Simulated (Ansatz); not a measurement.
**NO2F (nitryl fluoride) at 6 levels**

Wanted: a comparison of 6 runs (BLYP/STO-3G, PBE0/STO-3G, UB3LYP/STO-3G, wB97M-V/STO-3G, wB97X/STO-3G, UCCSD(T)/STO-3G) of NO2F (nitryl fluoride). 

Program for the calculation: Ansatz 0.2.0.

69 further runs of the same task are left out: 10 that didn't finish, 59 set aside as unsound or not needed.

### Step 1. The structure to begin with

NO2F: 4 atoms, total charge 0, spin state singlet. SMILES: `O=[N+]([O-])F`. The N2–O1 distance was set to 2.340 Å, away from the relaxed value. At this shape a bond of the SMILES string is far longer than usual.

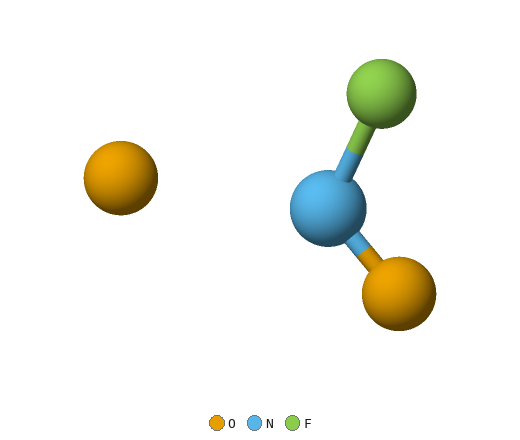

Viewed from a chosen angle; oxygen amber, nitrogen blue, fluorine green.

### Step 2. The energy at BLYP/STO-3G (run 1)

File input.yaml:

```yaml
crystal:
  periodic: [false, false, false]
  atoms:
    - symbol: O
      position_ang: [0.296859, 1.011654, 2.151349]
    - symbol: N
      position_ang: [0.079720, -0.071800, 0.089140]
    - symbol: O
      position_ang: [0.476580, -1.068680, -0.376880]
    - symbol: F
      position_ang: [-0.744590, 0.670550, -0.832510]
basis:
  gaussian: {orbitals: STO-3G}
total_charge: 0
hamiltonian: {xc: {name: BLYP}}
accuracy: high
```

Started as:

```
ansatz run input.yaml --threads 1 --pin off --max-ram 3480MiB --events-out events.jsonl --progress --plain --runs-dir runs
```

Log:

```text
Warning: RAYON_NUM_THREADS=1 ignored (pool sized by the plan → 1); use --threads N
Functional definition: BLYP
  name "BLYP"
  parameter beta = 0.0042
  parameter a = 0.04918
  parameter b = 0.132
  parameter c = 0.2533
  parameter d = 0.349
  exchange = b88_x(beta = beta)
  correlation = lyp_c(a = a, b = b, c = c, d = d)
350 factors; integrals over basis functions are off by at most 3.0e-8 eV
mean field evaluation 1: about -8149.9097 eV, gradient 6.5e1 eV
mean field evaluation 2: about -7646.1100 eV, gradient 9.9e1 eV
mean field evaluation 4: about -8113.3224 eV, gradient 7.8e1 eV
mean field evaluation 8: about -8173.8175 eV, gradient 1.1e0 eV
mean field evaluation 16: about -8173.7959 eV, gradient 1.0e-7 eV
mean field evaluation 32: about -8173.2611 eV, gradient 2.8e0 eV
mean field -8173.79590561 eV, -300.3814591333 hartree, gradient 9.7e-9 eV, S^2 0.000000; 5 other end points of the search recorded, 0 dependent functions left out
reference -8173.79593017 eV, -300.3814600357 hartree; 16, 16 occupied and 4, 4 virtual orbitals, 350 factors
Total energy: -8173.79593017 eV, -300.3814600357 hartree
```

It took 1.9 s on 1 thread of Arm Neoverse V1, shared host; peak memory 0.09 GiB.

### Step 3. A single-point energy at PBE0/STO-3G (run 2)

File run.yaml:

```yaml
basis:
  gaussian: {orbitals: STO-3G}
crystal:
  periodic: [false, false, false]
  atoms:
    - {symbol: O, position_ang: [0.296859, 1.011654, 2.151349]}
    - {symbol: "N", position_ang: [0.079720, -0.071800, 0.089140]}
    - {symbol: O, position_ang: [0.476580, -1.068680, -0.376880]}
    - {symbol: F, position_ang: [-0.744590, 0.670550, -0.832510]}
hamiltonian: {xc: {name: PBE0}}
magnetization: {spin_polarized: false, initial_magnetization: 0}
accuracy: high
total_charge: 0
```

Started as:

```
ansatz run run.yaml --threads 1 --pin off --max-ram 3480MiB --events-out events.jsonl --progress --plain --runs-dir runs
```

Log:

```text
Warning: RAYON_NUM_THREADS=1 ignored (pool sized by the plan → 1); use --threads N
Functional definition: PBE0
  name "PBE0"
  parameter a = 0.25
  parameter kappa = 0.804
  parameter beta = 0.06672455060314922
  exchange = (1 - a)*pbe_x(kappa = kappa, mu = beta*pi^2/3) + a*exact_x
  correlation = pbe_c(beta = beta)
350 factors; integrals over basis functions are off by at most 3.0e-8 eV
mean field evaluation 1: about -8145.6779 eV, gradient 6.3e1 eV
mean field evaluation 2: about -7952.4749 eV, gradient 5.3e1 eV
mean field evaluation 4: about -8158.3628 eV, gradient 5.0e1 eV
mean field evaluation 8: about -8168.2808 eV, gradient 2.4e0 eV
mean field evaluation 16: about -8168.3320 eV, gradient 3.8e-3 eV
mean field evaluation 32: about -8168.3312 eV, gradient 2.3e-1 eV
mean field -8168.33200059 eV, -300.1806643273 hartree, gradient 1.0e-8 eV, S^2 0.000000; 4 other end points of the search recorded, 0 dependent functions left out
reference -8168.33200122 eV, -300.1806643505 hartree; 16, 16 occupied and 4, 4 virtual orbitals, 350 factors
Total energy: -8168.33200122 eV, -300.1806643505 hartree
```

Wall time 1.6 s (1 thread of Arm Neoverse V1, shared host); peak memory 0.09 GiB.

Runs 3 to 5 aren't shown in full; the table further down has their settings and results.

### Step 4. The energy at UCCSD(T)/STO-3G (run 6)

File in.yaml:

```yaml
basis:
  gaussian:
    orbitals: STO-3G
crystal:
  periodic: [false, false, false]
  atoms:
    - {symbol: O, position_ang: [0.296859, 1.011654, 2.151349]}
    - {symbol: "N", position_ang: [0.079720, -0.071800, 0.089140]}
    - {symbol: O, position_ang: [0.476580, -1.068680, -0.376880]}
    - {symbol: F, position_ang: [-0.744590, 0.670550, -0.832510]}
magnetization:
  spin_polarized: true
  initial_magnetization: 0
correlation:
  method: ccsd_t
  frozen_orbitals: {F: 1, "N": 1, O: 1}
accuracy: high
scf:
  omitted_lower_state_checks: [cluster_reference, increment]
```

Started as:

```
ansatz run in.yaml --threads 1 --pin off --max-ram 3480MiB --events-out events.jsonl --progress --plain --runs-dir runs
```

Log:

```text
Warning: RAYON_NUM_THREADS=1 ignored (pool sized by the plan → 1); use --threads N
[... 21 lines left out ...]
4 core orbitals not correlated: weight in the atoms' cores, before any rotation towards them, 1.000 or more for the frozen orbitals, at most 0.000 for the correlated occupied ones
[... 76 lines left out ...]
Total energy: -8147.52187284 eV, -299.4159062381 hartree
Checks for a lower state left out: cluster_reference, increment
```

Run time: 3.3 s. Hardware: 1 thread of Arm Neoverse V1, shared host.

### Step 5. Overview of the runs

```csv
run,level,frozen core orbitals,energy (Eh),wall time
1,BLYP/STO-3G,–,-300.381460,1.9 s
2,PBE0/STO-3G,–,-300.180664,1.6 s
3,UB3LYP/STO-3G,–,-300.497199,27 s
4,wB97M-V/STO-3G,–,-300.470035,20 s
5,wB97X/STO-3G,–,-300.413770,6.3 s
6,UCCSD(T)/STO-3G,4,-299.415906,3.3 s
```

### Step 6. What came out

```
                                          quantity          value
                               run 6: total energy  -299.41591 Eh
run 6: correlation energy (4 core orbitals frozen)     -128.2 mEh
                             run 6: (T) correction      -2.70 mEh
          run 6: ⟨S²⟩ of the reference determinant          2.063
                              run 6: T1 diagnostic          0.031
```

What this shows: Totals of different functionals can't be ranked against each other. In runs 1, 2, 3, 4, 5, 6 the basis is minimal, so the values are rough. In runs 1, 2, 4, 5 a closed-shell determinant meets a far-stretched bond, which it describes badly. Spin contamination of the reference: run 6 ⟨S²⟩ = 2.06, run 3 ⟨S²⟩ = 0.99. Where it is this large, the reference is a mixture of spin states, and values that rest on it are in doubt. All runs together took 61 s, the longest 27 s.
